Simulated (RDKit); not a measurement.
# C4H9F (SMILES CC(C)CF): levels of theory compared

We compute a comparison of 3 runs (MMFF94, UFF, extended Hückel) of C4H9F. 

Program for the calculation: RDKit 2026.09.1.

1 further run of the same task is left out (set aside as unsound or not needed).

### Step 1. The structure to begin with

The species is C4H9F (14 atoms), meant as a singlet with charge 0. SMILES: `CC(C)CF`. The shape is that of a PBE0-D4/def2-TZVP optimisation. This is one conformer, not always the lowest.

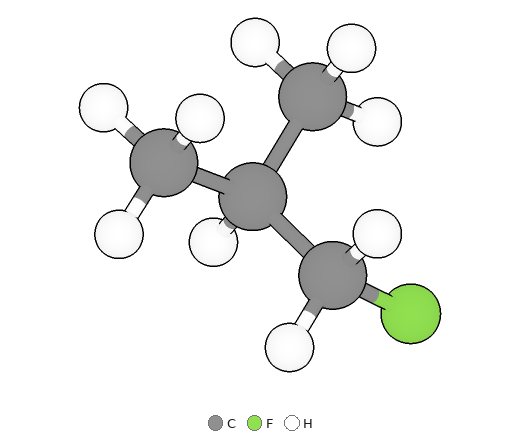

The structure, seen from a chosen angle (carbon grey, fluorine green, hydrogen white).

### Step 2. The energy at MMFF94 (run 1)

mol.sdf

```

     RDKit          3D

 14 13  0  0  0  0  0  0  0  0999 V2000
   -0.5832   -0.6825    1.1563 C   0  0  0  0  0  0  0  0  0  0  0  0
    0.0953    0.3142    0.2279 C   0  0  0  0  0  0  0  0  0  0  0  0
    1.3722   -0.2536   -0.3709 C   0  0  0  0  0  0  0  0  0  0  0  0
   -0.8772    0.7329   -0.8514 C   0  0  0  0  0  0  0  0  0  0  0  0
   -0.3240    1.7073   -1.6656 F   0  0  0  0  0  0  0  0  0  0  0  0
   -0.8679   -1.5903    0.6151 H   0  0  0  0  0  0  0  0  0  0  0  0
   -1.4855   -0.2653    1.6110 H   0  0  0  0  0  0  0  0  0  0  0  0
    0.0905   -0.9793    1.9628 H   0  0  0  0  0  0  0  0  0  0  0  0
    0.3458    1.2145    0.8023 H   0  0  0  0  0  0  0  0  0  0  0  0
    2.0920   -0.5042    0.4118 H   0  0  0  0  0  0  0  0  0  0  0  0
    1.1608   -1.1680   -0.9347 H   0  0  0  0  0  0  0  0  0  0  0  0
    1.8419    0.4599   -1.0496 H   0  0  0  0  0  0  0  0  0  0  0  0
   -1.7932    1.1476   -0.4182 H   0  0  0  0  0  0  0  0  0  0  0  0
   -1.1412   -0.1193   -1.4892 H   0  0  0  0  0  0  0  0  0  0  0  0
  2  1  1  0
  3  2  1  0
  4  2  1  0
  5  4  1  0
  6  1  1  0
  7  1  1  0
  8  1  1  0
  9  2  1  0
 10  3  1  0
 11  3  1  0
 12  3  1  0
 13  4  1  0
 14  4  1  0
M  END
$$$$
```

job.py

```python
# MMFF94 energy with RDKit
import json
import numpy as np
from rdkit import Chem
from rdkit.Chem import AllChem

mol = Chem.MolFromMolFile("mol.sdf", removeHs=False)
symbols = [a.GetSymbol() for a in mol.GetAtoms()]
start = mol.GetConformer().GetPositions().copy()

props = AllChem.MMFFGetMoleculeProperties(mol, mmffVariant="MMFF94")
ff = AllChem.MMFFGetMoleculeForceField(mol, props)
e = ff.CalcEnergy()
g = np.array(ff.CalcGrad()).reshape(-1, 3)
print(f"MMFF94 energy {e:.5f} kcal/mol, gradient norm {np.linalg.norm(g):.4f} kcal/mol/angstrom")
print("atom  type  charge   gradient")
for i, a in enumerate(symbols):
    print(f"{a:<2}{i + 1:<3} {props.GetMMFFAtomType(i):4d} {props.GetMMFFPartialCharge(i):8.4f}  " + " ".join(f"{c:9.4f}" for c in g[i]))
names = ["Bond", "Angle", "StretchBend", "Oop", "Torsion", "VdW", "Ele"]
terms = []
for name in names:
    for other in names:
        getattr(props, f"SetMMFF{other}Term")(other == name)
    terms.append(AllChem.MMFFGetMoleculeForceField(mol, props).CalcEnergy())
    print(f"{name:<12} {terms[-1]:11.5f} kcal/mol")
json.dump(dict(symbols=symbols, start=start.tolist(), energy=e, gradient=g.tolist(), charges_other=[props.GetMMFFPartialCharge(i) for i in range(len(symbols))], atom_types=[str(props.GetMMFFAtomType(i)) for i in range(len(symbols))], energy_term_names=names, energy_terms=terms), open("results.json", "w"))
```

Launch:

```
$ python job.py
```

Output:

```text
MMFF94 energy 2.31221 kcal/mol, gradient norm 35.4781 kcal/mol/angstrom
atom  type  charge   gradient
C 1      1   0.0000    -3.4418    5.2809   -0.8385
C 2      1   0.0000     0.6922   -9.9813   -4.7114
C 3      1   0.0000     1.4788    4.0250   -0.0542
C 4      1   0.3400     1.5926   -9.6354   20.3486
F 5     11  -0.3400     5.0459   15.4276  -15.9598
H 6      5   0.0000     0.7741    0.7947    0.1045
H 7      5   0.0000     0.7648   -1.5989   -0.1290
H 8      5   0.0000    -1.3377    0.0126   -1.9949
H 9      5   0.0000    -3.2380    1.2594   -0.6047
H 10     5   0.0000    -1.1999   -0.1072   -1.3028
H 11     5   0.0000    -0.9158    0.3563    0.8968
H 12     5   0.0000    -1.4627   -1.9403    1.0937
H 13     5   0.0000     0.0936   -1.1688    1.8989
H 14     5   0.0000     1.1539   -2.7248    1.2528
Bond             0.37993 kcal/mol
Angle            0.70447 kcal/mol
StretchBend      0.11075 kcal/mol
Oop              0.00000 kcal/mol
Torsion         -2.73644 kcal/mol
VdW              3.85351 kcal/mol
Ele              0.00000 kcal/mol
```

It took 0.2 s on 1 thread of Arm Neoverse V1, shared host.

### Step 3. A single-point energy at UFF (run 2)

mol.xyz

```xyz
14

C     -0.583200    -0.682500     1.156300
C      0.095300     0.314200     0.227900
C      1.372200    -0.253600    -0.370900
C     -0.877200     0.732900    -0.851400
F     -0.324000     1.707300    -1.665600
H     -0.867900    -1.590300     0.615100
H     -1.485500    -0.265300     1.611000
H      0.090500    -0.979300     1.962800
H      0.345800     1.214500     0.802300
H      2.092000    -0.504200     0.411800
H      1.160800    -1.168000    -0.934700
H      1.841900     0.459900    -1.049600
H     -1.793200     1.147600    -0.418200
H     -1.141200    -0.119300    -1.489200
```

job.py

```python
# UFF energy with RDKit
import json
import numpy as np
from rdkit import Chem
from rdkit.Chem import AllChem
from rdkit.Chem import rdDetermineBonds

molecule = Chem.MolFromXYZFile("mol.xyz")
rdDetermineBonds.DetermineBonds(molecule, charge=0)
print("perceived SMILES:", Chem.MolToSmiles(Chem.RemoveHs(molecule)))
symbols = [a.GetSymbol() for a in molecule.GetAtoms()]
start = molecule.GetConformer().GetPositions().copy()

ff = AllChem.UFFGetMoleculeForceField(molecule)
e = ff.CalcEnergy()
g = np.array(ff.CalcGrad()).reshape(-1, 3)
print(f"UFF energy {e:.5f} kcal/mol, gradient norm {np.linalg.norm(g):.4f} kcal/mol/angstrom")
json.dump(dict(symbols=symbols, start=start.tolist(), energy=e, gradient=g.tolist()), open("results.json", "w"))
```

Launch:

```
$ python job.py
```

Output:

```text
perceived SMILES: CC(C)CF
UFF energy 4.67750 kcal/mol, gradient norm 46.1467 kcal/mol/angstrom
```

Run time: 0.2 s. Hardware: 1 thread of Arm Neoverse V1, shared host.

### Step 4. Energy and one-electron properties at extended Hückel (run 3)

mol.xyz is that of step 3.

run.py

```python
import json
import numpy as np
from rdkit import Chem
from rdkit.Chem import AllChem
from rdkit.Chem import rdDetermineBonds
from rdkit.Chem import rdEHTTools

mol = Chem.MolFromXYZFile("mol.xyz")
symbols = [a.GetSymbol() for a in mol.GetAtoms()]
start = mol.GetConformer().GetPositions().copy()

ok, res = rdEHTTools.RunMol(mol, keepOverlapAndHamiltonianMatrices=True)
if not ok:
    raise RuntimeError("the extended Hueckel run failed")
eps = np.array(res.GetOrbitalEnergies())
nel = res.numElectrons
homo = (nel + 1) // 2 - 1
print(f"{res.numOrbitals} orbitals, {nel} valence electrons, sum of one-electron energies {res.totalEnergy:.4f} eV")
for i in range(max(0, homo - 3), min(len(eps), homo + 4)):
    print(f"{i + 1:4d} {eps[i]:10.4f} eV", "(HOMO)" if i == homo else "(LUMO)" if i == homo + 1 else "")
q = np.array(res.GetAtomicCharges())
print("Mulliken charges:", " ".join(f"{a}{i + 1}={c:+.3f}" for i, (a, c) in enumerate(zip(symbols, q))))
op = res.GetReducedOverlapPopulationMatrix()
pairs = [(k, i, op[i * (i + 1) // 2 + k]) for i in range(len(symbols)) for k in range(i) if abs(op[i * (i + 1) // 2 + k]) > 0.1]
print("reduced overlap populations above 0.1")
for k, i, p in pairs:
    print(f"  {symbols[k]}{k + 1}-{symbols[i]}{i + 1} {p:7.3f}")
json.dump(dict(symbols=symbols, start=start.tolist(), energy=res.totalEnergy * 23.060548, homo=eps[homo], lumo=eps[homo + 1] if homo + 1 < len(eps) else None, orbital_energies=eps.round(4).tolist(), charges_mulliken=q.tolist(), bond_orders=[[k + 1, i + 1, round(p, 4)] for k, i, p in pairs], nel=nel), open("results.json", "w"))
```

Launch:

```
$ python run.py
```

Output:

```text
29 orbitals, 32 valence electrons, sum of one-electron energies -619.0690 eV
  13   -14.9792 eV
  14   -14.1075 eV
  15   -13.7186 eV
  16   -13.4288 eV (HOMO)
  17     1.9139 eV (LUMO)
  18     2.1915 eV
  19     2.4430 eV
Mulliken charges: C1=-0.070 C2=+0.035 C3=-0.071 C4=+0.605 F5=-0.607 H6=+0.018 H7=+0.017 H8=+0.016 H9=+0.005 H10=+0.016 H11=+0.018 H12=+0.018 H13=-0.001 H14=-0.001
reduced overlap populations above 0.1
  C1-C2   0.759
  C2-C3   0.759
  C2-C4   0.779
  C4-F5   0.453
  C1-H6   0.791
  C1-H7   0.791
  C1-H8   0.791
  C2-H9   0.797
  C3-H10   0.791
  C3-H11   0.791
  C3-H12   0.792
  C4-H13   0.797
  C4-H14   0.796
```

Wall time 0.2 s (1 thread of Arm Neoverse V1, shared host).

Atomic charges (e):

| atom | Mulliken |
| --- | --- |
| C1 | -0.070 |
| C2 | +0.035 |
| C3 | -0.071 |
| C4 | +0.605 |
| F5 | -0.607 |
| H6 | +0.018 |
| H7 | +0.017 |
| H8 | +0.016 |
| H9 | +0.005 |
| H10 | +0.016 |
| H11 | +0.018 |
| H12 | +0.018 |
| H13 | -0.001 |
| H14 | -0.001 |

### Step 5. Overview of the runs

```
run            level        task  energy (Eh)  largest force (eV/Å)  wall time
  1           MMFF94      energy     0.003685                 0.987      0.2 s
  2              UFF      energy     0.007454                 1.074      0.2 s
  3  extended Hückel  properties   -22.750367                     –      0.2 s
```

### Step 6. What came out

| quantity | value |
| --- | --- |
| run 3: sum of orbital energies | -22.75037 Eh |
| run 3: HOMO energy | -13.43 eV |
| run 3: LUMO energy | 1.91 eV |
| run 3: HOMO–LUMO gap | 15.34 eV |

In words: Force-field and semi-empirical energies have zeros of their own, so their totals don't compare. All runs together took 0.6 s, the longest 0.2 s.
